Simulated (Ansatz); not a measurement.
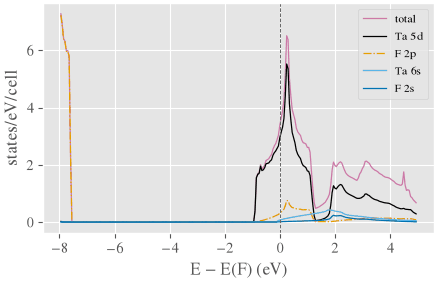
Fig. 1. Total and projected density of states of TaF₃ (ReO3 type, Pm-3m), PBE (plane waves, PAW; program Ansatz)

Problem. Which orbitals carry the states next to the Fermi level?

Solution. Within 0.5 eV of the Fermi level: Ta 5d 87 %, F 2p 10 %. Projections are on Löwdin-orthogonalised atomic valence shells; empty p or d shells of many metals are not among them.

The workflow started from an entry of the Crystallography Open Database (COD). Whether it is the stable phase at ambient conditions was not checked. Symmetry was held in the PBE relaxation; its stability against distortions is not shown here. The run is not spin-polarised. The volume moved by 18 % from the start of the relaxation. Scalar-relativistic: spin–orbit coupling is off unless named, which matters more the heavier the elements.

Potentials: the later of the program's two PAW sets.
